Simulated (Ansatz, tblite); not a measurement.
# C₈H₂₄Si₃: which spin state is lowest

Is the singlet the ground state of C₈H₂₄Si₃? Other spin states are computed and compared level by level.

Method: as each input shows; program: Ansatz 0.2.0, Gaussian basis.

Levels to be run: triplet, at the geometry of the singlet (GFN1-xTB, GFN2-xTB, PBE0-D4/def2-SVP, PBE-D4/def2-SVP); the singlet's energies come from earlier runs.

4 further runs of the same task are left out: 4 that didn't finish.

## Step 1: The structure

The geometry is that of the singlet, from an earlier relaxation (PBE-D4/def2-SVP).

SMILES `CC[SiH](C)C[SiH](C)C[SiH](C)C`, 35 atoms, charge 0, spin multiplicity 1.

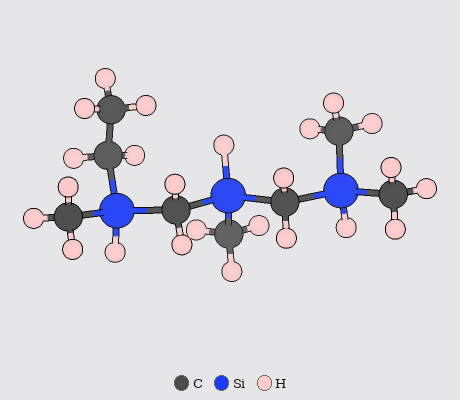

The geometry (carbon dark grey, silicon blue, hydrogen pink).

## Step 2: Triplet at the fixed geometry, GFN1-xTB

Tight binding, by tblite at 300 K electronic temperature and without a spin-polarisation term:

```python
tblite.interface.Calculator('GFN1-xTB', numbers, positions, charge=0, uhf=2).singlepoint()
```

Energy -957.6201 eV; 0.04 s.

## Step 3: Triplet at the fixed geometry, GFN2-xTB

Tight binding, by tblite at 300 K electronic temperature and without a spin-polarisation term:

```python
tblite.interface.Calculator('GFN2-xTB', numbers, positions, charge=0, uhf=2).singlepoint()
```

Energy -932.9796 eV; 0.04 s.

## Step 4: Triplet at the fixed geometry, PBE0-D4/def2-SVP

File in.yaml:

```yaml
crystal:
  periodic: [false, false, false]
  atoms:
    - {symbol: C, position_ang: [-3.274489, 1.589123, -0.835888]}
    - {symbol: C, position_ang: [-3.298018, 0.055385, -0.777020]}
    - {symbol: Si, position_ang: [-2.776627, -0.679034, 0.898894]}
    - {symbol: C, position_ang: [-4.001562, -0.167613, 2.251136]}
    - {symbol: C, position_ang: [-1.020339, -0.125653, 1.358750]}
    - {symbol: Si, position_ang: [0.298627, -0.340840, 0.013612]}
    - {symbol: C, position_ang: [0.281441, -2.107764, -0.661989]}
    - {symbol: C, position_ang: [2.018211, 0.095547, 0.682959]}
    - {symbol: Si, position_ang: [3.472604, -0.105390, -0.517722]}
    - {symbol: C, position_ang: [5.078883, 0.497581, 0.284655]}
    - {symbol: C, position_ang: [3.147876, 0.847409, -2.121118]}
    - {symbol: H, position_ang: [-3.945601, 2.042030, -0.076269]}
    - {symbol: H, position_ang: [-3.598741, 1.972286, -1.825791]}
    - {symbol: H, position_ang: [-2.254764, 1.987155, -0.652528]}
    - {symbol: H, position_ang: [-4.315678, -0.329183, -1.010550]}
    - {symbol: H, position_ang: [-2.633051, -0.369944, -1.561182]}
    - {symbol: H, position_ang: [-2.791717, -2.185784, 0.780441]}
    - {symbol: H, position_ang: [-5.029927, -0.507409, 2.010412]}
    - {symbol: H, position_ang: [-4.025516, 0.935347, 2.370050]}
    - {symbol: H, position_ang: [-3.718689, -0.605870, 3.229924]}
    - {symbol: H, position_ang: [-1.048048, 0.947306, 1.652909]}
    - {symbol: H, position_ang: [-0.701202, -0.689279, 2.263659]}
    - {symbol: H, position_ang: [-0.024603, 0.611072, -1.115237]}
    - {symbol: H, position_ang: [-0.710670, -2.369239, -1.082541]}
    - {symbol: H, position_ang: [0.508683, -2.837710, 0.142194]}
    - {symbol: H, position_ang: [1.039376, -2.239711, -1.460617]}
    - {symbol: H, position_ang: [1.997598, 1.151360, 1.035362]}
    - {symbol: H, position_ang: [2.213858, -0.530976, 1.581933]}
    - {symbol: H, position_ang: [3.626278, -1.572748, -0.847985]}
    - {symbol: H, position_ang: [5.291739, -0.057665, 1.221085]}
    - {symbol: H, position_ang: [5.943592, 0.359614, -0.396746]}
    - {symbol: H, position_ang: [5.012653, 1.576544, 0.536813]}
    - {symbol: H, position_ang: [2.246227, 0.467193, -2.642831]}
    - {symbol: H, position_ang: [2.984112, 1.925123, -1.911906]}
    - {symbol: H, position_ang: [4.007495, 0.761745, -2.816868]}
basis:
  gaussian: {orbitals: def2-SVP}
magnetization: {spin_polarized: true, initial_magnetization: 2}
hamiltonian: {xc: pbe0, dispersion: d4}
scf: {omitted_lower_state_checks: [starts]}
output: {orbitals: {seedname: orbitals}}
```

Launch:

```console
ansatz run in.yaml --threads 4 --pin off --events-out ev --progress --plain --max-ram 6963MiB
```

The program printed:

```text
Functional definition: PBE0
  name "PBE0"
  cite "Adamo & Barone, J. Chem. Phys. 110, 6158 (1999) doi:10.1063/1.478522"
  cite "Perdew, Burke & Ernzerhof, Phys. Rev. Lett. 77, 3865 (1996) doi:10.1103/PhysRevLett.77.3865"
  parent pbe
  parameter a = 0.25
  parameter kappa = 0.804
  parameter beta = 0.06672455060314922
  exchange = (1 - a)*pbe_x(kappa = kappa, mu = beta*pi^2/3) + a*exact_x
  correlation = pbe_c(beta = beta)
these checks for a lower state are left out or cut short: starts
2927 factors; integrals over basis functions are off by at most 1.2e-3 eV
mean field evaluation 1: about -32255.6236 eV, gradient 7.0e1 eV
mean field evaluation 2: about -32243.7415 eV, gradient 8.2e1 eV
mean field evaluation 4: about -32280.0396 eV, gradient 1.1e1 eV
mean field evaluation 8: about -32280.8943 eV, gradient 6.0e-1 eV
mean field evaluation 16: about -32281.3119 eV, gradient 1.0e-1 eV
mean field evaluation 32: about -32281.3132 eV, gradient 4.5e-3 eV
mean field -32281.31317939 eV, -1186.3163782825 hartree, gradient 7.4e-6 eV, S^2 2.005438; 0 other end points of the search recorded, 0 dependent functions left out
reference -32281.31322675 eV, -1186.3163800232 hartree; 58, 56 occupied and 228, 230 virtual orbitals, 2927 factors
Total energy: -32282.18001499 eV, -1186.3482339032 hartree
Checks for a lower state left out: starts
```

It took 55 s on 4 threads of Arm Neoverse V2, shared host; peak memory 1.7 GiB.

HOMO -0.19 eV, LUMO -6.31 eV (over both spins; with the spin held, an empty level of the minority spin lies below the top filled one); ⟨S²⟩ 2.005 (pure: 2.00).

## Step 5: Triplet at the fixed geometry, PBE-D4/def2-SVP

start.molden holds the orbitals of an earlier run on this state, given as this run's starting guess.

in.yaml, as its differences from that of step 4:

```diff
@@ -39,5 +39,5 @@
 basis:
-  gaussian: {orbitals: def2-SVP}
+  gaussian: {orbitals: def2-SVP, initial_orbitals: start.molden}
 magnetization: {spin_polarized: true, initial_magnetization: 2}
-hamiltonian: {xc: pbe0, dispersion: d4}
+hamiltonian: {xc: pbe, dispersion: d4}
 scf: {omitted_lower_state_checks: [starts]}
```

Same command.

The program printed:

```text
Functional definition: PBE
  name "PBE"
  cite "Perdew, Burke & Ernzerhof, Phys. Rev. Lett. 77, 3865 (1996) doi:10.1103/PhysRevLett.77.3865"
  parent pbe
  parameter kappa = 0.804
  parameter beta = 0.06672455060314922
  exchange = pbe_x(kappa = kappa, mu = beta*pi^2/3)
  correlation = pbe_c(beta = beta)
these checks for a lower state are left out or cut short: starts
3244 factors; their error is unknown
mean field evaluation 1: about -32277.2629 eV, gradient 6.3e0 eV
mean field evaluation 2: about -32277.4542 eV, gradient 2.8e-1 eV
mean field evaluation 4: about -32277.2643 eV, gradient 1.8e0 eV
mean field evaluation 8: about -32277.2920 eV, gradient 8.2e-3 eV
mean field evaluation 16: about -32277.2920 eV, gradient 8.9e-5 eV
mean field -32277.29201305 eV, -1186.1686031451 hartree, gradient 2.8e-6 eV, S^2 2.002226; 0 other end points of the search recorded, 0 dependent functions left out
reference -32277.29207555 eV, -1186.1686054422 hartree; 58, 56 occupied and 228, 230 virtual orbitals, 3244 factors
Total energy: -32278.28869225 eV, -1186.2052304302 hartree
Checks for a lower state left out: starts
```

Wall time 30 s (4 threads of Arm Neoverse V2, shared host); peak memory 0.72 GiB.

From the report: HOMO 0.15 eV, LUMO -6.71 eV (over both spins; with the spin held, an empty level of the minority spin lies below the top filled one); ⟨S²⟩ 2.002 (pure: 2.00). Doubts: highest occupied level lies above zero.

## Step 6: Triplet less singlet, vertical

The singlet's energies are those of its earlier runs, whose logs aren't repeated here.

```
           level  triplet less singlet, vertical (eV)     time
        GFN1-xTB                               +6.200   0.07 s
        GFN2-xTB                               +5.876  0.064 s
 PBE-D4/def2-SVP                               +6.945     37 s
PBE0-D4/def2-SVP                               +7.652     69 s
```

Times add the two runs; a level without a time comes out of a correlated run. Tight binding without a spin term can't rank spin states.

## Step 7: What came out

| quantity | value |
| --- | --- |
| triplet less singlet, vertical, functionals in def2-SVP | +6.945 (PBE-D4) to +7.652 eV (PBE0-D4) |

All functionals put the triplet above the singlet, over a spread of 0.708 eV. The checks for a lower triplet were left out, so another state of that spin may lie lower. These are electronic energies, without zero-point motion, entropy or surroundings.
